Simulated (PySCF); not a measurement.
In(SiH3)3, SMILES [SiH3][In]([SiH3])[SiH3] (H9InSi3) at its PBE0/def2-SVP optimised geometry (Å):

```
13

In    -1.0316     0.2042    -2.0835
Si    -0.1936     1.5088     0.0000
H      1.3068     1.5088     0.0000
H     -0.6400     0.8862     1.2869
H     -0.6398     2.9384     0.0000
Si    -1.5115    -2.3465    -1.9759
H     -0.6215    -3.0825    -2.9321
H     -2.9269    -2.6237    -2.3854
H     -1.3068    -2.9384    -0.6161
Si    -1.3022     1.4429    -4.3520
H     -2.2562     0.7571    -5.2806
H      0.0307     1.4956    -5.0388
H     -1.7679     2.8555    -4.1749
```

Calculation: PBE0/def2-TZVP, def2 effective core potentials past Kr in PySCF. The core electrons that the potentials of In replace are not part of the density. Cells within 0.4 Å of a nucleus heavier than hydrogen are left out (blank, or x).

Map of the LUMO amplitude (bohr^(-3/2)) on the plane z = 0.0 Å; orbital energy -2.54 eV, overall sign arbitrary:

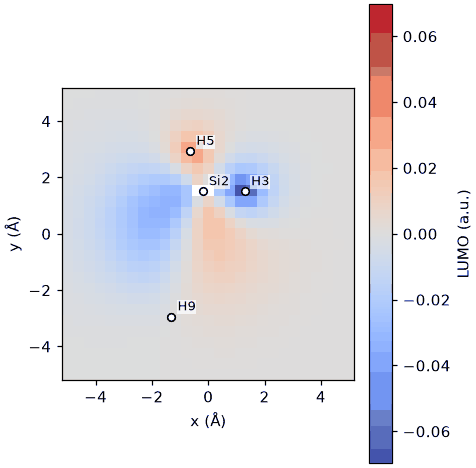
LUMO amplitude (bohr^(-3/2)) on the plane z = 0.0 Å.
